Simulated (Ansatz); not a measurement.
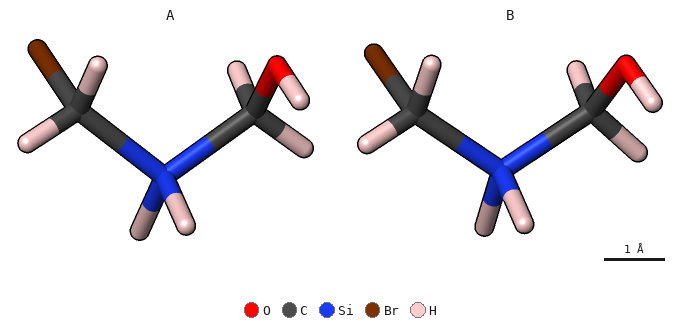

Two geometries of C$_{2}$H$_{7}$BrOSi, drawn at one scale. One is the start of a relaxation, the other its converged end. Style: stick. Shown face on.

Computed with RKS B3LYP/def2-SVP (Ansatz 0.2.0). Settings: no spin polarisation; force threshold 0.015 eV/Å; at most 40 steps.

> Which geometry has the lower energy?

Structure A is the relaxed one. The run prepares an end point of a later path (torsion) calculation, from a guessed geometry. The largest move after the best rigid fit is that of an H atom, 0.24 Å. By element the largest moves are H 0.24 Å, O 0.16 Å, Si 0.11 Å, Br 0.10 Å, C 0.08 Å. Near-neighbour distances that change, for instance: C–H 1.017 → 1.098 Å, C–Si 1.822 → 1.897 Å, C–O 1.481 → 1.427 Å, Br–C 2.021 → 1.974 Å. Bond angles that change, for instance: O–C–Si 116.0° → 110.2°, C–Si–C 114.8° → 109.2°, H–Si–H 104.5° → 109.2°. After 5 geometry steps the energy has fallen by 8.96 kcal/mol. Largest force component: 3.1 eV/Å at the start, 0.011 eV/Å at the end.
